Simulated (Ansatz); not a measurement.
**KTaSe3 (model cell, started as cubic perovskite with Ta in the octahedra): the cell at rest**

Aim: bring KTaSe3 (model cell, started as cubic perovskite with Ta in the octahedra) to small forces and stress, as phonons need.

Main program and level: Ansatz 0.2.0; DFT LDA, scalar-relativistic, plane waves, PAW; PAW set soft_1.

The structure was built from a prototype and need not be the compound's stable phase.

### 1. Set-up

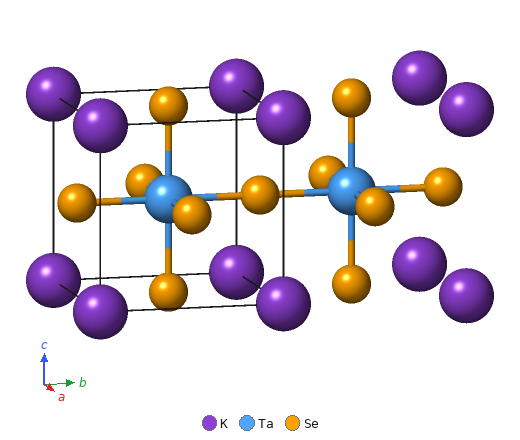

The cell as given, slightly off an axis (potassium purple, tantalum blue, selenium orange). 1×2×1 cells are drawn. Some periodic images of atoms are drawn too.

### 2. Probe on a coarse mesh

A quick single point on a coarse mesh tells whether the cell has a gap and how far it is from rest, which sets the k mesh and smearing that follow.

input.yaml reads:

```yaml
crystal:
  lattice:
    - [5.1352, 0.0, 0.0]
    - [0.0, 5.1352, 0.0]
    - [0.0, 0.0, 5.1352]
  atoms:
    - { symbol: K, position: [0.0, 0.0, 0.0] }
    - { symbol: Ta, position: [0.5, 0.5, 0.5] }
    - { symbol: Se, position: [0.5, 0.5, 0.0] }
    - { symbol: Se, position: [0.5, 0.0, 0.5] }
    - { symbol: Se, position: [0.0, 0.5, 0.5] }
kpoints:
  mp_grid: { grid: [4, 4, 4] }
hamiltonian:
  xc: lda
  pseudopotentials: { kind: paw, azcp: { folder: soft_1 }, xc_functional: pbe }
scf:
  occupations: { method: gaussian, width: 0.1 }
output:
  forces: true
  stress: true
  eigenvalues: true
```

The run is started by

```sh
$ ansatz run input.yaml --threads 4 --pin off --max-ram 16384MiB --backend cpu --events-out ev --progress --plain --runs-dir out
```

Numbers of over 12 decimals in the logs are rounded to 6 here.

Output:

```text
Engine: ansatz 0.2.0, aarch64-unknown-linux-gnu
Pseudopotentials: kind: paw
Pseudopotential: K, paw, valence charge 9, recommended cutoff 420 eV (normal), soft_1/K.paw.azcp
Pseudopotential: Ta, paw, valence charge 13, recommended cutoff 420 eV (normal), soft_1/Ta.paw.azcp
Pseudopotential: Se, paw, valence charge 16, recommended cutoff 420 eV (normal), soft_1/Se.paw.azcp
Functional definition: SPW92
[...]
k-point 0: bands = [... 31 lower, 6.0349, 6.5527, 6.5527, 6.5527, 6.6759, 6.6759, 6.6759, 8.5519, ... 3 higher]
  k-point 1: bands = [... 31 lower, 5.2951, 5.7524, 6.4251, 6.4251, 6.5791, 8.1091, 8.1091, 8.5712, ... 3 higher]
  k-point 2: bands = [... 31 lower, 4.6612, 5.5122, 6.3980, 6.3980, 6.6061, 8.5843, 9.0406, 9.0406, ... 3 higher]
  k-point 9: bands = [... 31 lower, 3.0186, 7.3672, 7.3672, 7.3672, 9.2709, 9.2709, 9.2709, 10.5702, ... 3 higher]
[key lines of the parts left out:]
SCF converged after 9 iterations
Free energy (F): -27333.212105 eV
Fermi energy:    7.025915 eV
P = ⅓ Tr σ = -5.6592 GPa (-56.592 kbar)
```

The job ended after 1.4 s (4 threads of Arm Neoverse V1, shared host; peak memory 0.45 GiB).

This step gave:

- pressure: -5.659 GPa
- volume per atom: 27.08 Å³
- gap on the k-mesh: 0 eV

The coarse mesh shows no gap and a pressure of -5.7 GPa.

### 3. Relaxation

The cell and atoms are relaxed, since residual forces and stress would shift the frequencies.

Edit input.yaml of step 2 so:

```diff
@@ -12,3 +12,3 @@
 kpoints:
-  mp_grid: { grid: [4, 4, 4] }
+  mp_grid: { grid: [8, 8, 8] }
 hamiltonian:
@@ -22 +22,10 @@
   eigenvalues: true
+  write_density: true
+  write_potential: true
+  elf: true
+  volumetric_format: npy
+relax:
+  adjacent_minimum: "off"
+  f_tol: 0.005
+  max_steps: 80
+  cell: { stress_tol: 0.05 }
```

Output:

```text
[...]
Crystal: 5 atoms, lattice volume = 135.417 Å³
Basis set: ecut = 420 eV, 2601 PW (Γ)
Bands: 42, of which v1, the nominal top of the filled ones, is band 35 counted from 1 (34 counted from 0)
Symmetry: 48 space group operations
[...]
k-points: 35 of 512
[...]
SCF iter   1: F=—  HF=-27334.420306 eV  |F-HF|=—  |Δ(HF+E_count)|=         —  Δρ=4.35e-2  dr2=4.48e0  ethr=3.10e-3  ⟨swp⟩=7.9  Hψ=5680  notcnv=0
[...]
SCF iter   8: F=-27333.113646 eV  HF=-27333.113646 eV  |F-HF|=4.22e-10  |Δ(HF+E_count)|=   4.86e-8  Δρ=1.66e-6  dr2=1.90e-9  ethr=1.43e-10  ⟨swp⟩=14.7  Hψ=10687  notcnv=0
SCF 1 converged in 8 iterations: F = -27333.113646 eV  dr2 = 1.90e-9
[...]
relax step   1: F+E_penalty+E_count = -27333.11364589 eV  Δ(F+E_penalty+E_count) = +0.000e0 eV  max|allowed force component| = 2.219e-29 eV/Å  Δτ_max = 0.0000 Å  P = -5.261 GPa  Ω = 135.417 Å³  (8 SCF iters, dr2 threshold 1.00e-7 eV, accepted)
Crystal: 5 atoms, lattice volume = 120.684 Å³
Basis set: ecut = 420 eV, 2373 PW (Γ)
[...]
iter 1 solved again at ethr=6.25e-4 eV; its pass at ethr=3.10e-3 eV (dr2=4.37e-1 eV) is discarded
[...]
SCF iter   6: F=-27333.263028 eV  HF=-27333.263028 eV  |F-HF|=6.33e-8  |Δ(HF+E_count)|=   2.59e-7  Δρ=1.08e-5  dr2=1.08e-7  ethr=7.14e-10  ⟨swp⟩=11.5  Hψ=13004  notcnv=0
SCF 2 converged in 6 iterations: F = -27333.263028 eV  dr2 = 1.08e-7
[...]
relax step   2: F+E_penalty+E_count = -27333.26302798 eV  Δ(F+E_penalty+E_count) = -1.494e-1 eV  max|allowed force component| = 5.828e-30 eV/Å  Δτ_max = 0.0000 Å  P = +2.909 GPa  Ω = 120.684 Å³  energy of the carried Pulay correction = +1.339e-3 eV  (6 SCF iters, dr2 threshold 5.00e-7 eV, accepted)
Crystal: 5 atoms, lattice volume = 125.547 Å³
Basis set: ecut = 420 eV, 2517 PW (Γ)
[...]
SCF iter   5: F=-27333.299149 eV  HF=-27333.299149 eV  |F-HF|=1.00e-8  |Δ(HF+E_count)|=   3.71e-6  Δρ=1.76e-5  dr2=1.55e-7  ethr=7.14e-10  ⟨swp⟩=11.4  Hψ=13934  notcnv=0
SCF 3 converged in 5 iterations: F = -27333.299149 eV  dr2 = 1.55e-7
[...]
relax step   3: F+E_penalty+E_count = -27333.29914863 eV  Δ(F+E_penalty+E_count) = -3.612e-2 eV  max|allowed force component| = 7.205e-30 eV/Å  Δτ_max = 0.0000 Å  P = -0.383 GPa  Ω = 125.547 Å³  energy of the carried Pulay correction = +8.802e-4 eV  (5 SCF iters, dr2 threshold 5.00e-7 eV, accepted)
[...]
relax step   4: F+E_penalty+E_count = -27333.29994668 eV  Δ(F+E_penalty+E_count) = -7.980e-4 eV  max|allowed force component| = 4.192e-29 eV/Å  Δτ_max = 0.0000 Å  P = -0.023 GPa  Ω = 124.961 Å³  energy of the carried Pulay correction = +9.346e-4 eV  (4 SCF iters, dr2 threshold 3.67e-7 eV, accepted)
[...]
SCF iter   5: F=-27333.299011 eV  HF=-27333.299011 eV  |F-HF|=0.00e0  |Δ(HF+E_count)|=  6.91e-10  Δρ=1.12e-7  dr2=7.90e-12  ethr=1.00e-12  ⟨swp⟩=5.2  Hψ=8402  notcnv=0
SCF 5 converged in 5 iterations: F = -27333.299011 eV  dr2 = 7.90e-12
relax step   5: F+E_penalty+E_count = -27333.29901071 eV  Δ(F+E_penalty+E_count) = +9.360e-4 eV  max|allowed force component| = 8.152e-30 eV/Å  Δτ_max = 0.0000 Å  P = -0.023 GPa  Ω = 124.961 Å³  stress off target by 2.28e-2 GPa  SCF on the basis re-selected at this cell (its energy is not comparable with the rows above)  (5 SCF iters)
basis re-selected at this cell: Δ(F+E_penalty+E_count) = +9.360e-4 eV, ΔP = +0.000 GPa vs the last step (what re-selecting the basis moved, of the pressure what is left beyond the Pulay correction that the steps carried, after the strain that the cell walked since its last selection, with what the two solves' SCF thresholds leave and, on support functions, any second-order correction that the steps lacked; it is no m [...]
SCF converged after 5 iterations
Free energy (F): -27333.299011 eV
[...]
Internal energy: -27333.280979 eV  (E = F + TS)
E sigma→0 (E₀):  -27333.289995 eV
Entropy (-TS):   -0.018031 eV (-3.606 meV/atom)
Fermi energy:    8.274687 eV
[...]
--- Stress (GPa, compression-positive) ---
       -0.022815       0.000000       0.000000
        0.000000      -0.022815       0.000000
        0.000000       0.000000      -0.022815
  P = ⅓ Tr σ = -0.0228 GPa (-0.228 kbar)
--- Band table (eV; the first three rows and the last of 35) ---
  k-point 0: bands = [... 31 lower, 6.9814, 7.4065, 7.4065, 7.4065, 7.7809, 7.7809, 7.7809, 9.7950, ... 3 higher]
  k-point 1: bands = [... 31 lower, 6.8735, 7.1174, 7.4158, 7.4827, 7.4827, 8.3335, 8.3335, 9.8090, ... 3 higher]
  k-point 2: bands = [... 31 lower, 6.2406, 6.6398, 7.4387, 7.4708, 7.4708, 9.2151, 9.2151, 9.8338, ... 3 higher]
  k-point 34: bands = [... 31 lower, 3.6611, 8.5008, 8.5008, 8.5008, 10.4897, 10.4897, 10.4897, 11.5586, ... 3 higher]
--- Relaxed structure (4 steps of the walk, 4 accepted, 1 SCFs on fresh bases) ---
  F+E_penalty+E_count = -27333.29901071 eV   max|allowed force component| = 8.152e-30 eV/Å   (the final SCF, on the basis selected at the relaxed cell)
  cell:  # Å, volume = 124.9611 Å³
    - [4.999481, 0, 0]
    - [0, 4.999481, 0]
    - [0, 0.0, 4.999481]
  atoms:
    - { symbol: K, position: [0, 0, 0] }
    - { symbol: Ta, position: [0.500000, 0.500000, 0.500000] }
    - { symbol: Se, position: [0.500000, 0.500000, 0] }
    - { symbol: Se, position: [0.500000, 0, 0.500000] }
    - { symbol: Se, position: [0, 0.500000, 0.500000] }
```

The job ended after 18 s (4 threads; peak memory 0.56 GiB; 71 s of CPU time).

The steps of the relaxation:

```tsv
step	energy less that of the first step (eV)	largest force component (eV/Å)	pressure (GPa)	volume (Å³)
1	0.0000	0.0000	-5.26	135.42
2	-0.1494	0.0000	2.91	120.68
3	-0.1855	0.0000	-0.38	125.55
4	-0.1863	0.0000	-0.02	124.96
5*	-0.1854	0.0000	-0.02	124.96
```

Relaxation steps marked * repeat the geometry before them on a plane-wave basis chosen anew for their cell, so energy and pressure can jump there.

Forces are held to the 48 operations that the run works with; a distortion that breaks them can't arise in this run.

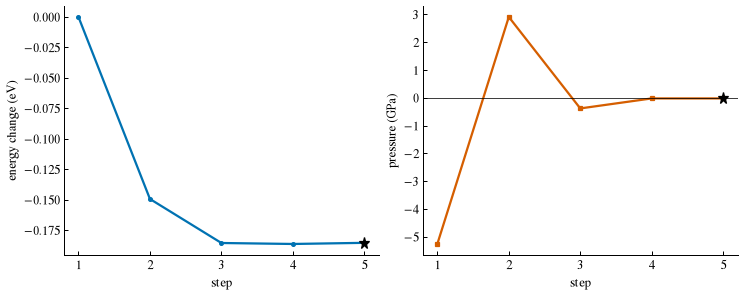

Energy and pressure along the relaxation. Stars mark steps on a basis chosen anew.

```tsv
conventional cell, symmetrised	before	after	change
a (Å)	5.135	4.999	-2.6 %
b (Å)	5.135	4.999	-2.6 %
c (Å)	5.135	4.999	-2.6 %
volume (Å³/atom)	27.08	24.99	-7.7 %
```

Final coordinates:

```xyz
5
Lattice="4.9995 0.0000 0.0000 0.0000 4.9995 0.0000 0.0000 0.0000 4.9995" Properties=species:S:1:pos:R:3 pbc="T T T"
K     0.0000    0.0000    0.0000
Ta    2.4997    2.4997    2.4997
Se    2.4997    2.4997    0.0000
Se    2.4997    0.0000    2.4997
Se    0.0000    2.4997    2.4997
```

This step gave:

```
pressure        : -0.02281 GPa
volume per atom : 24.99 Å³
```

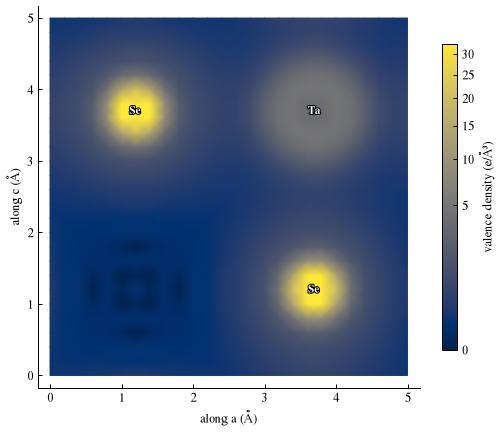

Valence density in the ac plane at fractional y = 0.500, with atoms of Ta and Se within 0.2 Å of it. It is the smooth field of the valence electrons, not physical close to the nuclei. The map starts off the cell's origin, so that atoms lie inside it. The colour scale is stretched toward low values.

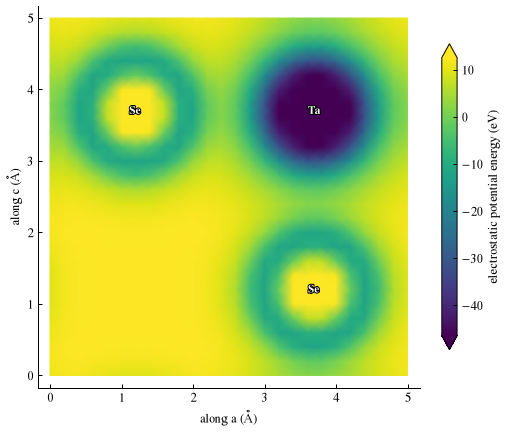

Electrostatic potential energy in the ac plane at fractional y = 0.500, with atoms of Ta and Se within 0.2 Å of it. With pseudopotentials it is smooth inside the atoms' cores, unlike the true potential. The map starts off the cell's origin, so that atoms lie inside it.

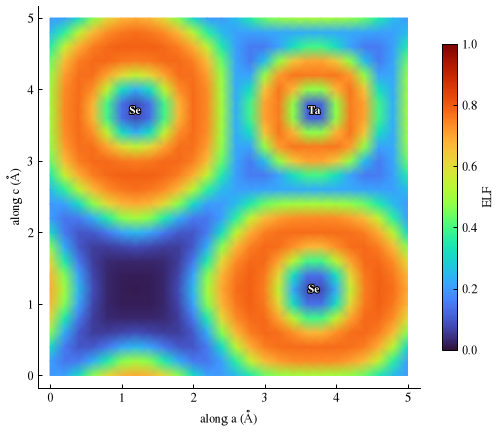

ELF in the ac plane at fractional y = 0.500, with atoms of Ta and Se within 0.2 Å of it. It is the smooth field of the valence electrons, not physical close to the nuclei. The map starts off the cell's origin, so that atoms lie inside it.

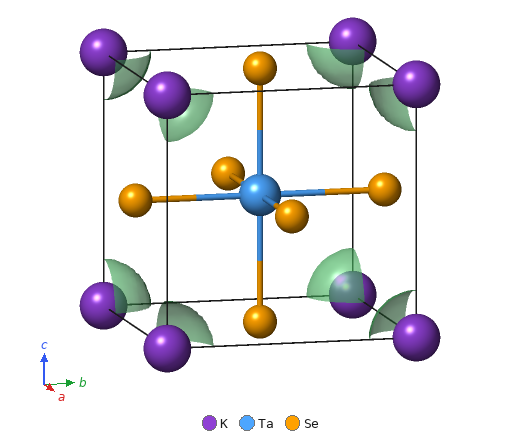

Surface of ELF = 0.8.

In this step the volume went from 27.08 to 24.99 Å³/atom.

### 4. Tight relaxation

Phonons need a cell at rest on their own settings, so the relaxation is repeated with tight tolerances on forces and stress, using the mesh and the filling of the phonon run that follows.

input.yaml reads:

```yaml
crystal:
  lattice:
    - [4.999480642, 0.0, 0.0]
    - [0.0, 4.999480642, 0.0]
    - [0.0, 0.0, 4.999480642]
  atoms:
    - { symbol: K, position: [0.0, 0.0, 0.0] }
    - { symbol: Ta, position: [0.5, 0.5, 0.5] }
    - { symbol: Se, position: [0.5, 0.5, 0.0] }
    - { symbol: Se, position: [0.5, 0.0, 0.5] }
    - { symbol: Se, position: [0.0, 0.5, 0.5] }
kpoints:
  mp_grid: { grid: [8, 8, 8] }
hamiltonian:
  xc: lda
  pseudopotentials: { kind: paw, azcp: { folder: soft_1 }, xc_functional: pbe }
scf:
  occupations: { method: methfessel_paxton, width: 0.2 }
output:
  forces: true
  stress: true
  eigenvalues: true
relax:
  adjacent_minimum: "off"
  f_tol: 0.001
  max_steps: 60
  cell: { stress_tol: 0.01 }
```

Output:

```text
[...]
Crystal: 5 atoms, lattice volume = 124.961 Å³
Basis set: ecut = 420 eV, 2469 PW (Γ)
Bands: 42, of which v1, the nominal top of the filled ones, is band 35 counted from 1 (34 counted from 0)
Symmetry: 48 space group operations
[...]
k-points: 35 of 512
[...]
--- Relaxed structure (3 steps of the walk, 3 accepted, 1 SCFs on fresh bases) ---
[...]
cell:  # Å, volume = 124.9180 Å³
    - [4.998907, 0, 0]
    - [0, 4.998907, 0]
    - [0, 0, 4.998907]
  atoms:
    - { symbol: K, position: [0, 0, 0] }
    - { symbol: Ta, position: [0.5, 0.5, 0.5] }
    - { symbol: Se, position: [0.5, 0.5, 0] }
    - { symbol: Se, position: [0.5, 0, 0.5] }
    - { symbol: Se, position: [0, 0.5, 0.5] }
[key lines of the parts left out:]
SCF converged after 6 iterations
Free energy (F): -27333.293273 eV
Fermi energy:    8.278294 eV
P = ⅓ Tr σ = 0.0001 GPa (0.001 kbar)
```

Run time: 12 s. Hardware: 4 threads; peak memory 0.53 GiB; 47 s of CPU time.

Little changed from the start: no atom moved by 0.005 Å and no cell edge by 0.1 %.

This step gave:

```yaml
pressure: 5.70e-5 GPa
volume_per_atom: 24.98 Å³
```

The forces vanish by symmetry and the pressure is 0.000 GPa, within the tolerances set. The cell now holds 24.98 Å³/atom.

### 5. Outcome

```yaml
space_group_after_relaxation_within_0p01_a: Pm-3m
lattice_constant_a: 4.999 Å
lattice_constant_b: 4.999 Å
lattice_constant_c: 4.999 Å
volume_per_atom: 25.0 Å³
```

In words: The forces vanish by symmetry and the pressure is 0.000 GPa, within the tolerances set. The cell now holds 24.98 Å³/atom. The relaxation keeps the symmetry of its start, so it says nothing on stability against lower symmetry. Spin-orbit coupling is left out, which can matter for the heavy elements here. The PAW files were made for PBE and serve the other functionals too. The starting cell was built on a prototype and not taken from a measurement, so the phase need not exist.

[Logs are printed without paths, hosts, clocks, repeated set-up lines and the standing remarks that a program may print on its own settings, such as how far it seeks lower states.]

[Hosts, paths, dates, database ids (printed as entryN), source tags and the programs' standing remarks are cut or masked in the printed files.]
